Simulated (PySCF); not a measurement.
# C5H6F2: electronic excitations and core binding energies

What electronic excitations and core binding energies should C5H6F2 (`CC1=C(F)[C@@]1(C)F`) show?

Computed with PySCF 2.14.0, with density-fitted response routines of our own, on a single molecule in the gas phase. Atoms are numbered from 0 throughout.

**1. Starting geometry**

13 atoms, charge 0, multiplicity 1; geometry from: GFN2-xTB.

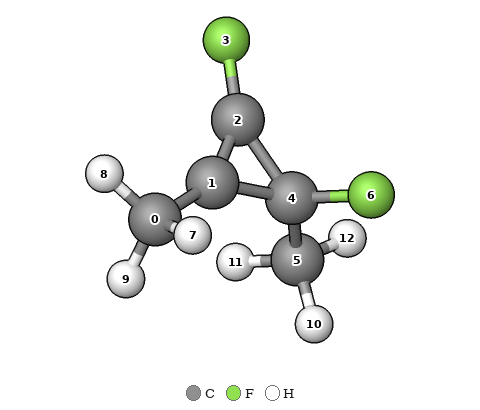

As it starts; carbon grey, fluorine green, hydrogen white, atoms numbered.

**2. Excited states and response: B3LYP/def2-SVPD**

The job: settings as JSON, then the geometry in Å.

```
{"job": {"kind": "uv", "xc": "B3LYP", "basis": "def2-SVPD", "nstates": 8, "ntriplets": 3}, "charge": 0, "multiplicity": 1}
C     -2.028152     0.107394    -0.213388
C     -0.617385     0.499590    -0.126406
C      0.378804     1.303592    -0.388393
F      0.829518     2.390372    -0.991875
C      0.724693     0.162766     0.475262
C      1.587880    -1.008544     0.086885
F      0.872579     0.433680     1.837856
H     -2.465776     0.097476     0.784372
H     -2.579520     0.802583    -0.842149
H     -2.109637    -0.897969    -0.625616
H      1.300064    -1.886330     0.662246
H      1.469766    -1.216810    -0.972452
H      2.632780    -0.787313     0.295929
```

With the program's defaults for keys left out, this is: TDDFT B3LYP/def2-SVPD, vertical, gas phase, core orbitals frozen in the response.

What it wrote:

```text
coarse grid: 11328 points
cycle   1  E = -393.3316771566  dE =  9.741e-01  |g| = 6.313e-01  |ddm| = 5.665e+00
cycle   2  E = -393.2467353241  dE =  8.494e-02  |g| = 9.575e-01  |ddm| = 1.695e+00
cycle   3  E = -393.4057723754  dE = -1.590e-01  |g| = 1.150e-01  |ddm| = 1.002e+00
cycle   4  E = -393.4083651205  dE = -2.593e-03  |g| = 3.827e-02  |ddm| = 2.229e-01
cycle   5  E = -393.4086529138  dE = -2.878e-04  |g| = 1.547e-02  |ddm| = 6.185e-02
cycle   6  E = -393.4086975232  dE = -4.461e-05  |g| = 5.865e-03  |ddm| = 2.490e-02
cycle   7  E = -393.4087053619  dE = -7.839e-06  |g| = 9.939e-04  |ddm| = 8.766e-03
final grid: 111480 points
cycle   8  E = -393.4720515982  dE = -3.662e-05  |g| = 7.216e-03  |ddm| = 1.122e-01
cycle   9  E = -393.4720374628  dE =  1.414e-05  |g| = 1.136e-02  |ddm| = 1.965e-02
cycle  10  E = -393.4720616757  dE = -2.421e-05  |g| = 1.354e-03  |ddm| = 1.145e-02
cycle  11  E = -393.4720620672  dE = -3.915e-07  |g| = 2.907e-04  |ddm| = 2.105e-03
cycle  12  E = -393.4720620809  dE = -1.368e-08  |g| = 1.518e-04  |ddm| = 5.747e-04
cycle  13  E = -393.4720620859  dE = -5.056e-09  |g| = 2.204e-05  |ddm| = 2.159e-04
cycle  14  E = -393.4720620861  dE = -1.115e-10  |g| = 7.159e-06  |ddm| = 6.030e-05
converged SCF energy = -393.4720620861

Static polarisability (au): isotropic 59.835, principal 50.129 61.129 68.246

Singlet excitations
state   eV       nm        f      main configurations
  1   6.5466    189.4   0.00785   H->L 0.94
  2   6.9228    179.1   0.01244   H-1->L+1 0.61, H-1->L 0.22, H->L+1 0.12
  3   7.0982    174.7   0.00698   H-1->L 0.53, H-1->L+1 0.32, H->L+1 0.11
  4   7.4494    166.4   0.12397   H->L+1 0.54, H-1->L 0.22, H-2->L+1 0.17
  5   7.6854    161.3   0.01444   H->L+2 0.91
  6   7.8333    158.3   0.04702   H-2->L+1 0.62, H-2->L 0.13, H->L+1 0.10
  7   7.9485    156.0   0.00834   H->L+3 0.84
  8   8.1229    152.6   0.00157   H-2->L 0.76, H-1->L+2 0.09, H-2->L+1 0.09

Triplet excitations (Tamm-Dancoff, eV): 5.0342 6.3143 6.4742
```

It took 50 s on 1 thread, shared host.

Frontier orbitals and where they lie:

| orbital | eV | atoms |
| --- | --- | --- |
| HOMO−3 | -10.54 | F6 36 %, C5 21 %, H11 13 % |
| HOMO−2 | -9.16 | F6 25 %, C1 18 %, C2 14 % |
| HOMO−1 | -8.16 | C4 26 %, F6 20 %, C2 14 % |
| HOMO | -7.62 | C1 30 %, C2 27 %, F3 11 % |
| LUMO | -0.08 | C2 21 %, C0 17 %, C1 12 % |
| LUMO+1 | 0.17 | C2 31 %, C1 31 %, F3 10 % |
| LUMO+2 | 0.94 | C0 24 %, H9 12 %, F3 12 % |

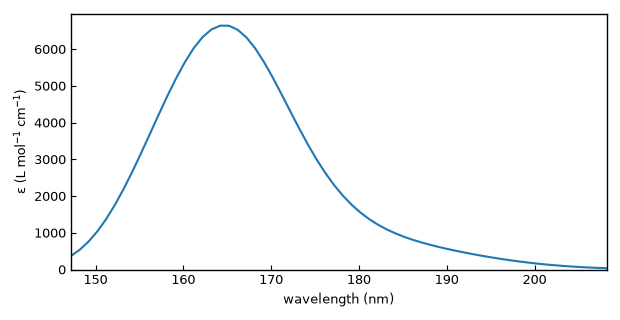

Absorption spectrum: each of the 8 states is a Gaussian band of 0.4 eV half-width at 1/e. Beyond the last state computed it falls off for lack of states.

Ground-state properties from the same run:

| property | computed |
| --- | --- |
| dipole moment (D) | 2.71 |
| polarisability (Å³) | 8.87 |
| HOMO–LUMO gap (eV) | 7.55 |
| −ε(HOMO) (eV) | 7.62 |

**3. Core-electron binding energies: SCAN, X2C**

Settings changed since step 2:

```diff
@@ -1,2 +1,2 @@
-{"job": {"kind": "uv", "xc": "B3LYP", "basis": "def2-SVPD", "nstates": 8, "ntriplets": 3}, "charge": 0, "multiplicity": 1}
+{"job": {"kind": "xps"}, "charge": 0, "multiplicity": 1}
 C     -2.028152     0.107394    -0.213388
```

With the program's defaults for keys left out, this is: delta-SCF UKS SCAN, pcX-2 on the ionised atom, pcseg-1 elsewhere, spin-free X2C.

What it wrote:

```text
ground state, core basis on atom 0 (C), 159 functions
  cycle   1  E = -393.68917408  |g| = 6.55e-01
  cycle   2  E = -393.58098538  |g| = 1.01e+00
  cycle   3  E = -393.76610059  |g| = 1.82e-01
  cycle   4  E = -393.77333904  |g| = 5.14e-02
  cycle   5  E = -393.77373079  |g| = 3.32e-02
  cycle   6  E = -393.77397149  |g| = 6.27e-03
  cycle   7  E = -393.77397982  |g| = 1.61e-03
  cycle   8  E = -393.77398314  |g| = 6.08e-04
  cycle   9  E = -393.77398229  |g| = 2.86e-04
  E(ground) = -393.77723573 Eh
hole in C 1s of atom 0
  cycle   1  E = -382.50705415  |g| = 1.50e+00
  cycle   2  E = -381.54955179  |g| = 1.97e+00
  cycle   3  E = -382.84674184  |g| = 6.51e-01
  cycle   4  E = -382.96377575  |g| = 4.52e-01
  cycle   5  E = -383.05969817  |g| = 8.47e-02
  cycle   6  E = -383.06158133  |g| = 5.15e-02
  cycle   7  E = -383.06254738  |g| = 1.36e-02
  cycle   8  E = -383.06261630  |g| = 5.01e-03
  cycle   9  E = -383.06263006  |g| = 2.22e-03
  cycle  10  E = -383.06263343  |g| = 1.35e-03
  cycle  11  E = -383.06263660  |g| = 8.26e-04
  cycle  12  E = -383.06263775  |g| = 4.45e-04
  E(ion) = -383.06562127 Eh   <S^2> = 0.7677   hole on atom = 1.000   binding energy = 291.478 eV
ground state, core basis on atom 1 (C), 159 functions
  cycle   1  E = -393.77891397  |g| = 6.06e-02
  cycle   2  E = -393.77879720  |g| = 3.29e-02
  cycle   3  E = -393.77878175  |g| = 3.39e-02
  cycle   4  E = -393.77902395  |g| = 1.08e-02
  cycle   5  E = -393.77905508  |g| = 1.37e-03
  cycle   6  E = -393.77905468  |g| = 3.44e-04
  E(ground) = -393.78298163 Eh
hole in C 1s of atom 1
  cycle   1  E = -382.50136591  |g| = 1.52e+00
  cycle   2  E = -381.13981571  |g| = 2.26e+00
  cycle   3  E = -382.89611113  |g| = 6.83e-01
  cycle   4  E = -383.02773721  |g| = 3.79e-01
  cycle   5  E = -383.07259414  |g| = 1.21e-01
  cycle   6  E = -383.07765979  |g| = 4.02e-02
  cycle   7  E = -383.07837043  |g| = 1.38e-02
  cycle   8  E = -383.07848675  |g| = 7.14e-03
  cycle   9  E = -383.07853100  |g| = 3.05e-03
  cycle  10  E = -383.07855194  |g| = 2.53e-03
  cycle  11  E = -383.07855809  |g| = 9.90e-04
  cycle  12  E = -383.07855700  |g| = 6.64e-04
  cycle  13  E = -383.07855855  |g| = 1.74e-04
  E(ion) = -383.08216792 Eh   <S^2> = 0.7973   hole on atom = 1.000   binding energy = 291.184 eV
ground state, core basis on atom 2 (C), 159 functions
  cycle   1  E = -393.78209550  |g| = 5.83e-02
  cycle   2  E = -393.78196272  |g| = 2.92e-02
  cycle   3  E = -393.78170808  |g| = 4.40e-02
  cycle   4  E = -393.78215201  |g| = 4.35e-03
  cycle   5  E = -393.78215662  |g| = 8.43e-04
  cycle   6  E = -393.78215634  |g| = 3.11e-04
  E(ground) = -393.78611228 Eh
hole in C 1s of atom 2
  cycle   1  E = -382.44098082  |g| = 1.52e+00
  cycle   2  E = -380.12981197  |g| = 2.70e+00
  cycle   3  E = -382.74924760  |g| = 7.93e-01
  cycle   4  E = -382.89426352  |g| = 5.73e-01
  cycle   5  E = -383.00662261  |g| = 1.67e-01
  cycle   6  E = -383.01449440  |g| = 8.32e-02
  cycle   7  E = -383.01705240  |g| = 2.42e-02
  cycle   8  E = -383.01734115  |g| = 7.16e-03
  cycle   9  E = -383.01740223  |g| = 3.94e-03
  cycle  10  E = -383.01744289  |g| = 2.44e-03
  cycle  11  E = -383.01745472  |g| = 1.45e-03
  cycle  12  E = -383.01745862  |g| = 7.42e-04
  cycle  13  E = -383.01745922  |g| = 3.58e-04
  E(ion) = -383.02156221 Eh   <S^2> = 0.8040   hole on atom = 1.000   binding energy = 292.918 eV
ground state, core basis on atom 3 (F), 159 functions
  cycle   1  E = -393.82083491  |g| = 1.20e-01
  cycle   2  E = -393.81954116  |g| = 9.52e-02
  cycle   3  E = -393.81967888  |g| = 8.74e-02
  cycle   4  E = -393.82112099  |g| = 1.31e-02
  cycle   5  E = -393.82116009  |g| = 8.70e-04
  cycle   6  E = -393.82115975  |g| = 3.33e-04
  E(ground) = -393.82627180 Eh
hole in F 1s of atom 3
  cycle   1  E = -367.42552386  |g| = 2.58e+00
  cycle   2  E = -366.32740572  |g| = 2.60e+00
  cycle   3  E = -367.58110855  |g| = 1.16e+00
  cycle   4  E = -368.15441808  |g| = 6.10e-01
  cycle   5  E = -368.32850775  |g| = 9.05e-02
  cycle   6  E = -368.32897029  |g| = 8.35e-02
  cycle   7  E = -368.33196776  |g| = 1.50e-02
  cycle   8  E = -368.33202742  |g| = 9.07e-03
  cycle   9  E = -368.33206947  |g| = 2.02e-03
  cycle  10  E = -368.33207902  |g| = 1.56e-03
  cycle  11  E = -368.33208745  |g| = 1.24e-03
  cycle  12  E = -368.33210141  |g| = 7.19e-04
  cycle  13  E = -368.33210615  |g| = 3.82e-04
  E(ion) = -368.34366346 Eh   <S^2> = 0.7638   hole on atom = 1.000   binding energy = 693.417 eV
ground state, core basis on atom 4 (C), 159 functions
  cycle   1  E = -393.78161659  |g| = 1.06e-01
  cycle   2  E = -393.77814249  |g| = 1.68e-01
  cycle   3  E = -393.78268907  |g| = 2.74e-02
  cycle   4  E = -393.78272995  |g| = 2.23e-02
  cycle   5  E = -393.78285613  |g| = 2.38e-03
  cycle   6  E = -393.78285663  |g| = 6.27e-04
  cycle   7  E = -393.78285754  |g| = 1.97e-04
  E(ground) = -393.78505729 Eh
hole in C 1s of atom 4
  cycle   1  E = -382.43501214  |g| = 1.51e+00
  cycle   2  E = -380.35944825  |g| = 2.64e+00
  cycle   3  E = -382.85264621  |g| = 6.00e-01
  cycle   4  E = -382.92077640  |g| = 4.79e-01
  cycle   5  E = -382.99660641  |g| = 1.22e-01
  cycle   6  E = -383.00135231  |g| = 4.00e-02
  cycle   7  E = -383.00196673  |g| = 1.86e-02
  cycle   8  E = -383.00212553  |g| = 8.10e-03
  cycle   9  E = -383.00216577  |g| = 3.40e-03
  cycle  10  E = -383.00217059  |g| = 2.57e-03
  cycle  11  E = -383.00217426  |g| = 9.45e-04
  cycle  12  E = -383.00217564  |g| = 3.73e-04
  E(ion) = -383.00527032 Eh   <S^2> = 0.7783   hole on atom = 1.000   binding energy = 293.333 eV
ground state, core basis on atom 5 (C), 159 functions
  cycle   1  E = -393.77405883  |g| = 5.91e-02
  cycle   2  E = -393.77393174  |g| = 3.45e-02
  cycle   3  E = -393.77397786  |g| = 3.25e-02
  cycle   4  E = -393.77416099  |g| = 5.08e-03
  cycle   5  E = -393.77416783  |g| = 4.89e-04
  E(ground) = -393.77764884 Eh
hole in C 1s of atom 5
  cycle   1  E = -382.52753345  |g| = 1.50e+00
  cycle   2  E = -381.87788669  |g| = 1.81e+00
  cycle   3  E = -383.01636947  |g| = 4.00e-01
  cycle   4  E = -383.05435726  |g| = 2.68e-01
  cycle   5  E = -383.08047009  |g| = 5.75e-02
  cycle   6  E = -383.08117960  |g| = 3.42e-02
  cycle   7  E = -383.08166445  |g| = 9.75e-03
  cycle   8  E = -383.08169522  |g| = 5.81e-03
  cycle   9  E = -383.08171272  |g| = 2.20e-03
  cycle  10  E = -383.08171389  |g| = 7.74e-04
  cycle  11  E = -383.08171468  |g| = 2.92e-04
  E(ion) = -383.08475681 Eh   <S^2> = 0.7671   hole on atom = 1.000   binding energy = 290.968 eV
ground state, core basis on atom 6 (F), 159 functions
  cycle   1  E = -393.82076887  |g| = 1.15e-01
  cycle   2  E = -393.82056552  |g| = 4.72e-02
  cycle   3  E = -393.82036940  |g| = 6.02e-02
  cycle   4  E = -393.82090502  |g| = 4.39e-03
  cycle   5  E = -393.82091074  |g| = 8.27e-04
  cycle   6  E = -393.82090881  |g| = 2.72e-04
  E(ground) = -393.82590075 Eh
hole in F 1s of atom 6
  cycle   1  E = -367.49365772  |g| = 2.58e+00
  cycle   2  E = -367.05730993  |g| = 2.34e+00
  cycle   3  E = -368.17740430  |g| = 6.78e-01
  cycle   4  E = -368.29449257  |g| = 4.72e-01
  cycle   5  E = -368.39483443  |g| = 6.91e-02
  cycle   6  E = -368.39513530  |g| = 6.32e-02
  cycle   7  E = -368.39668321  |g| = 1.07e-02
  cycle   8  E = -368.39672720  |g| = 4.77e-03
  cycle   9  E = -368.39673714  |g| = 2.41e-03
  cycle  10  E = -368.39673970  |g| = 4.90e-04
  E(ion) = -368.40826757 Eh   <S^2> = 0.7578   hole on atom = 1.000   binding energy = 691.649 eV
```

It took 2.2 min on 1 thread, shared host.

The holes in one table. −ε is the ground-state orbital energy:

| hole | stands for | environment | ΔSCF (eV) | −ε (eV) | ⟨S²⟩ |
| --- | --- | --- | --- | --- | --- |
| C1s on C0 | C0 | allylic methyl carbon | 291.48 | 274.2 | 0.768 |
| C1s on C1 | C1 | fully substituted alkene carbon | 291.18 | 274.5 | 0.797 |
| C1s on C2 | C2 | fully substituted alkene carbon | 292.92 | 276.2 | 0.804 |
| F1s on F3 | F3 | vinylic fluorine | 693.42 | 667.9 | 0.764 |
| C1s on C4 | C4 | three-membered-ring carbon bearing a halogen | 293.33 | 276.4 | 0.778 |
| C1s on C5 | C5 | methyl carbon | 290.97 | 273.7 | 0.767 |
| F1s on F6 | F6 | fluorine on an sp3 carbon | 691.65 | 666.0 | 0.758 |

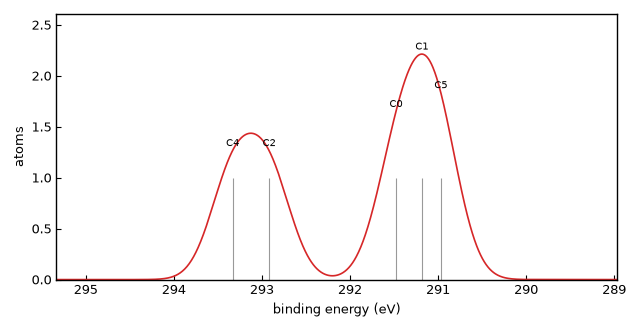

The C1s photoelectron lines, weighted by the number of atoms. Lines are broadened to a width of 0.60 eV (Gaussian).

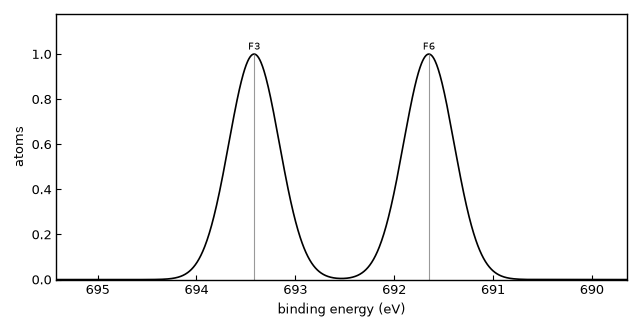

The F1s photoelectron lines, weighted by the number of atoms. Lines are broadened to a width of 0.60 eV (Gaussian).

**4. What came out**

| quantity | value |
| --- | --- |
| lowest singlet (B3LYP/def2-SVPD) | 6.55 eV (189 nm), f = 0.008 |
| brightest single state of those computed | state 4, 7.45 eV, f = 0.124 |
| lowest triplet | 5.03 eV |
| C1s binding energies, SCAN/pcX-2 | C4 293.33, C2 292.92, C0 291.48, C1 291.18, C5 290.97 eV |
| F1s binding energies, SCAN/pcX-2 | F3 693.42, F6 691.65 eV |

In words: The first singlet state (HOMO→LUMO 0.94) lies at 6.55 eV and is weak; of the 8 states computed, the strongest absorption comes from state 4 at 7.45 eV. The lowest triplet lies 1.51 eV below the lowest singlet (triplets in Tamm-Dancoff, singlets in full TDDFT). C4 (three-membered-ring carbon bearing a halogen) binds its C1s electron 2.36 eV more tightly than C5 (methyl carbon). The F1s levels kept as sound span 1.77 eV, from F6 (fluorine on an sp3 carbon) up to F3 (vinylic fluorine).
